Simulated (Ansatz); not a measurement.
# CH$_{2}$FSn (SMILES [CH2]=[Sn-][F]) (charge −1, triplet): what the fields show

The calculation's input:

```
crystal:
  periodic: [false, false, false]
  atoms:
    - symbol: C
      position_ang: [0.832003, -1.119985, -0.026568]
    - symbol: F
      position_ang: [-1.769777, -0.146409, 1.453981]
    - symbol: Sn
      position_ang: [-1.200249, -0.344126, -0.541403]
    - symbol: H
      position_ang: [1.076139, -2.189457, 0.101735]
    - symbol: H
      position_ang: [1.723043, -0.483582, 0.117656]
basis:
  gaussian:
    orbitals: def2-TZVPD
total_charge: -1
magnetization:
  spin_polarized: true
  initial_magnetization: 2
output: {forces: true, orbitals: {seedname: orbitals}}
hamiltonian:
  xc: pbe0
```

Command:

```sh
ansatz run input.yaml --threads 1 --pin off --max-ram 2610MiB --events-out events.jsonl --progress --plain --runs-dir runs
```

Geometry: r2SCAN-D4/def2-SVPD; core potentials replace the inner electrons of Sn; the highest occupied orbital lies above zero, a sign that basis and functional describe the outermost electron poorly.

All numbers below come from isolated molecule in a Gaussian basis; Kohn-Sham density functional theory, functional PBE0 in Ansatz 0.2.0.

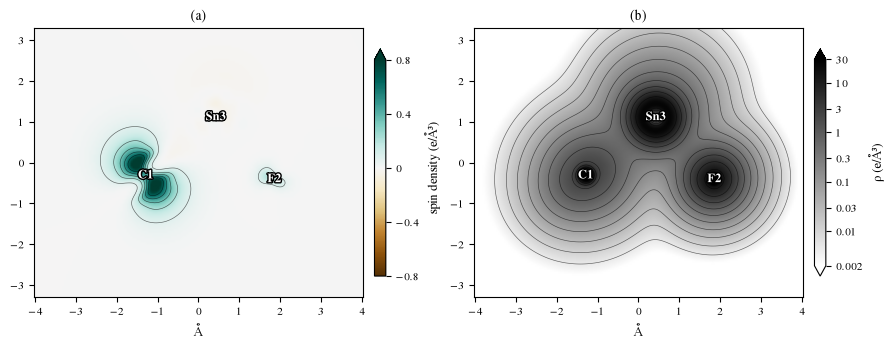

Figure 1. (a) spin density; (b) electron density on the plane of atoms C1, Sn3 and F2.

**What does the map show?**

The section cuts through C, F and Sn sites. Sn–F (2.08 Å): the density is about 0.56 e/Å³ at the midpoint. C–Sn (2.24 Å): ρ is about 0.58 e/Å³ halfway. The unpaired spin (2 electrons) lies mostly on Sn3 (about 1.0) and C1 (about 0.8), in electrons by Hirshfeld's partition.

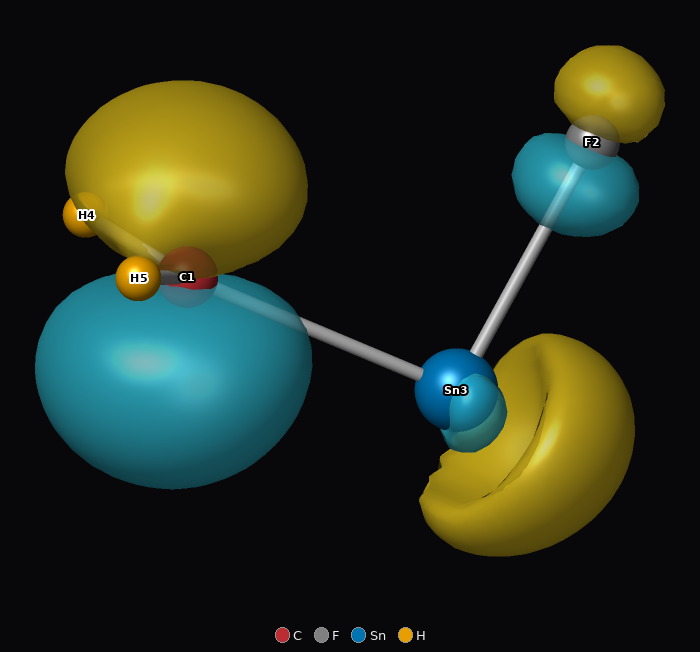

Figure 2. The HOMO−1 (α) at ±0.15 Å⁻³ᐟ² (yellow and cyan are the two phases), seen at a tilt.

**What is the character of this orbital?**

Its weight (Hirshfeld) is mainly on C1 (about 55 %), Sn3 (about 30 %) and F2 (about 5 %). Its energy is −1.83 eV.

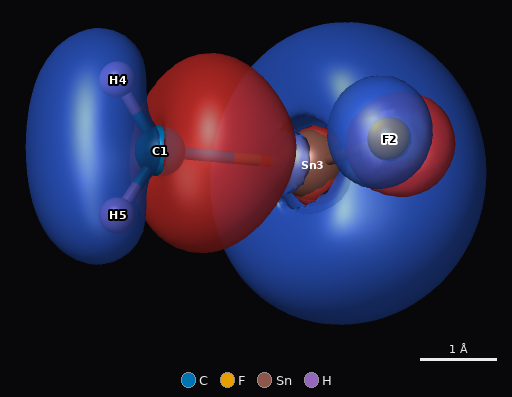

Figure 3. The HOMO (β) at ±0.06 Å⁻³ᐟ² (blue and red are the two phases), seen from one side.

**Where does this orbital lie, and at what energy?**

By Hirshfeld shares it lies mainly on Sn3 (about 60 %), C1 (about 25 %) and F2 (about 5 %). Its energy is −1.51 eV.
